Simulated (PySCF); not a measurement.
```xyz
16

C     2.8862   -1.5650    0.6378
C     2.1282   -0.7320    1.0584
Si    0.9369    0.5433    1.6741
Si   -0.7761    0.6013    0.0788
F    -1.7903    1.7531    0.6915
Si   -2.0916   -1.3234    0.0340
Si   -0.1229    1.4822   -1.9789
H     3.5564   -2.2915    0.2755
H     1.7097    1.7864    1.8263
H     0.5378    0.1159    3.0245
H    -2.5767   -1.7172    1.3605
H    -1.2842   -2.4353   -0.4757
H    -3.2763   -1.2229   -0.8239
H     0.5709    2.7683   -1.8584
H     0.8106    0.5491   -2.6156
H    -1.2262    1.6966   -2.9205
```

Geometry: GFN2-xTB.

Level of theory: PBE0/pcSseg-1, SCF density, gas phase, non-relativistic (PySCF).

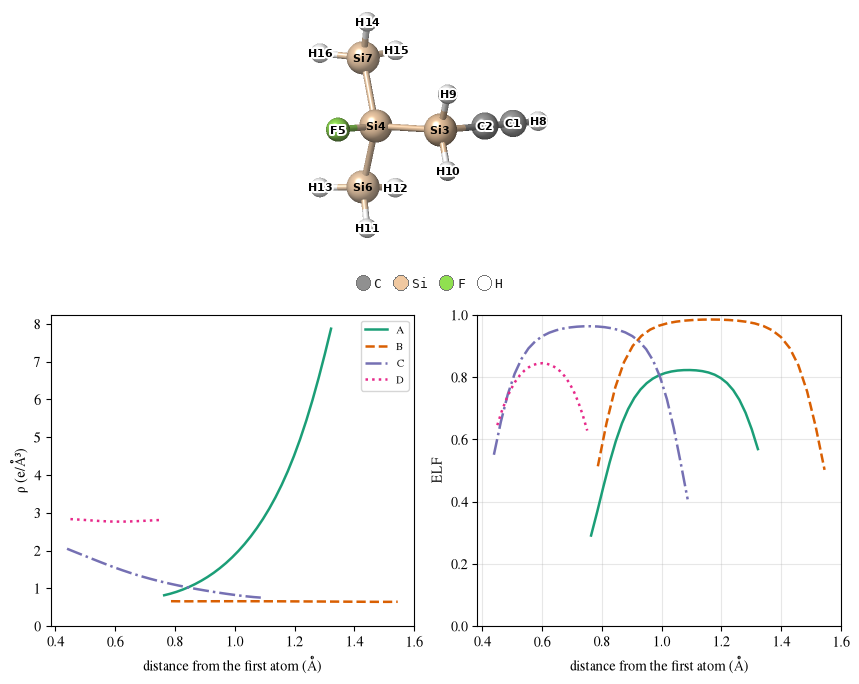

C$_{2}$H$_{9}$FSi$_{4}$ (SMILES C#C[SiH2][Si](F)([SiH3])[SiH3]). Electron density and electron localisation function along straight lines between neighbouring atoms. The curves leave out the atomic cores. The structure is drawn too.

**Which curve belongs to which contact (C–C, C–Si, Si–F and Si–Si)? The first atom named is at distance zero.**

Curve A: Si–F (1.65 Å): ρ at the midpoint is about 0.97 e/Å³; the ELF peaks at about 0.80 in the valence shell of F, 0.6 Å from its nucleus, and is about 0.55 at the midpoint. Curve B: Si–Si (2.33 Å): ρ is about 0.66 e/Å³ halfway; the ELF peaks at about 1 between the atoms (localised, covalent bonding). Curve C: C–Si (1.85 Å): the density is about 0.91 e/Å³ at the midpoint; the ELF peaks at about 0.95 between the atoms; a covalent bond. Curve D: C–C (1.20 Å): the density is about 2.8 e/Å³ at the midpoint; the ELF peaks at about 0.85 between the atoms (a short, multiple covalent bond).
